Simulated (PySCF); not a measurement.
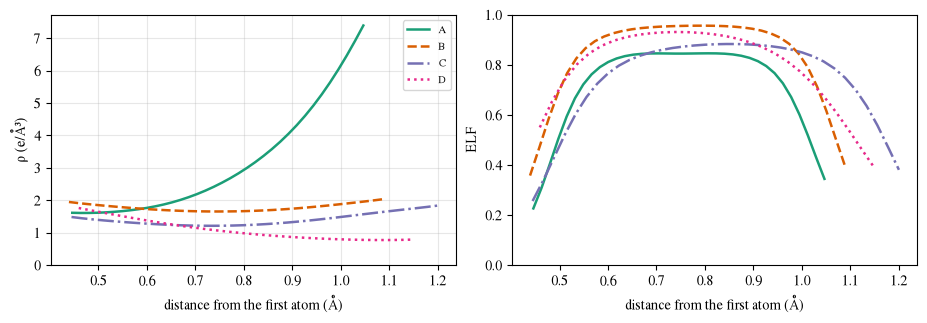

C3H5Cl2FGe. Electron density and ELF along straight lines between neighbouring atoms. The curves leave out the atomic cores.

Geometry: GFN2-xTB.

Computed with PySCF, PBE0/def2-SVPD, SCF density, gas phase.

```yaml
atoms:
  - { symbol: F, position_ang: [0.4051, -2.3522, 0.2751] }
  - { symbol: C, position_ang: [0.0984, -1.0491, 0.5778] }
  - { symbol: C, position_ang: [-0.9993, -0.4663, -0.3195] }
  - { symbol: C, position_ang: [-0.5339, 0.9767, -0.5070] }
  - { symbol: Cl, position_ang: [-1.1151, 1.9938, 0.8305] }
  - { symbol: Ge, position_ang: [1.3797, 0.4126, -0.0467] }
  - { symbol: Cl, position_ang: [2.4495, 1.5495, 1.3590] }
  - { symbol: H, position_ang: [-0.1529, -1.0254, 1.6416] }
  - { symbol: H, position_ang: [-0.9704, -0.9804, -1.2819] }
  - { symbol: H, position_ang: [-2.0028, -0.5517, 0.0959] }
  - { symbol: H, position_ang: [-0.8573, 1.4489, -1.4307] }
  - { symbol: H, position_ang: [2.3001, 0.0431, -1.2201] }
```

### Which curve belongs to which contact (C–C, C–Cl, C–F and C–Ge)? The first atom named is at distance zero.

Curve A: C–F (1.37 Å): ρ is about 2.1 e/Å³ halfway, with its minimum of 1.6 e/Å³ about 0.5 Å from C; the ELF peaks at about 0.85 between the atoms; a shared but strongly polarised pair. Curve B: C–C (1.53 Å): ρ is about 1.7 e/Å³ halfway; the ELF peaks at about 0.95 between the atoms: localised, covalent bonding. Curve C: C–Cl (1.78 Å): ρ at the midpoint is about 1.3 e/Å³; the ELF peaks at about 0.90 between the atoms; localised, covalent bonding. Curve D: C–Ge (2.04 Å): the density is about 0.79 e/Å³ at the midpoint; the ELF peaks at about 0.95 in the valence shell of C, 0.7 Å from its nucleus, and is about 0.75 at the midpoint.
